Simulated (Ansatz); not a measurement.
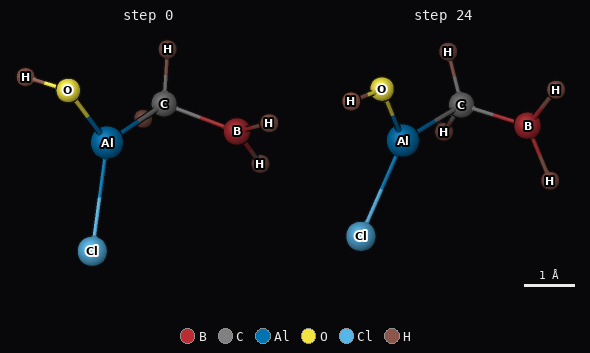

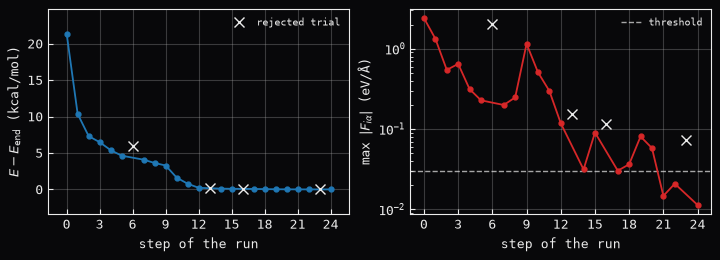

First and last geometry of a relaxation of CH₅AlBClO (coarse preliminary run), with the history of the run. The picture is a ball-and-stick view, seen at a tilt.

The start comes from a force field.

The calculation used RKS PBE-D4/def2-SVP in Ansatz.

The input:
```yaml
crystal:
  periodic: [false, false, false]
  atoms:
    - {symbol: B, position_ang: [-0.318800, 1.023700, 1.425500]}
    - {symbol: C, position_ang: [-0.836700, 0.028000, 0.307100]}
    - {symbol: Al, position_ang: [0.648100, -0.357700, -0.939800]}
    - {symbol: O, position_ang: [1.379900, -2.064600, -1.099400]}
    - {symbol: Cl, position_ang: [1.607300, 1.268600, -2.108400]}
    - {symbol: H, position_ang: [0.501000, 0.803700, 2.163100]}
    - {symbol: H, position_ang: [-0.870900, 2.122800, 1.503700]}
    - {symbol: H, position_ang: [-1.636100, 0.476600, -0.280800]}
    - {symbol: H, position_ang: [-1.159900, -0.891200, 0.839300]}
    - {symbol: H, position_ang: [0.769300, -2.461000, -1.807400]}
basis:
  gaussian: {orbitals: def2-SVP}
hamiltonian: {xc: pbe, dispersion: d4}
relax: {f_tol: 0.03, max_steps: 200}
```

Launched with:
```bash
ansatz run in.yaml --threads 4 --pin off --events-out ev --progress --plain --max-ram 10444MiB
```

> Did the run converge, and what did it change?

It converged. H10 moves most after the best rigid fit: 1.17 Å. By element the largest moves are H 1.17 Å, Cl 0.82 Å, O 0.48 Å, C 0.27 Å, Al 0.27 Å, B 0.22 Å. Near-neighbour distances that change, for instance: Al3–O4 1.864 → 1.710 Å, Al3–Cl5 2.220 → 2.116 Å, B1–H6 1.125 → 1.220 Å, B1–C2 1.584 → 1.524 Å. Among the angles between lasting bonds that change: Al3–O4–H10 100.4° → 123.3°, B1–C2–H9 106.1° → 118.2°, B1–C2–Al3 108.8° → 98.1°. Groups turn about Al3–O4 by about 90°, C2–Al3 by about 30°, B1–C2 by about 30°. After 20 accepted moves (24 points after the start) the energy has fallen by 21.4 kcal/mol. Largest force component: 2.4 eV/Å at the start, 0.011 eV/Å at the end. The line search rejected the trial steps at points 6, 13, 16, 23 of the run. The forces were under the threshold at step 21, but the run went on from there. The run took 26 s on 4 threads of AMD EPYC 7B13, on a shared host.

```tsv
step	E − E(0), kcal/mol	largest force component, eV/Å	note
0	0.00	2.4054	
1	-11.01	1.3306	
2	-14.06	0.5451	
3	-14.89	0.6475	
4	-15.98	0.3145	
5	-16.75	0.2280	
6	-15.44	2.0539	rejected
7	-17.29	0.1994	
8	-17.75	0.2478	
9	-18.09	1.1510	
10	-19.76	0.5086	
11	-20.59	0.2981	
12	-21.16	0.1182	
13	-21.15	0.1521	rejected
14	-21.27	0.0314	
15	-21.29	0.0906	
16	-21.28	0.1171	rejected
17	-21.31	0.0303	
18	-21.33	0.0365	
19	-21.35	0.0809	
20	-21.36	0.0579	
21	-21.37	0.0148	
22	-21.37	0.0209	
23	-21.36	0.0728	rejected
24	-21.37	0.0114
```
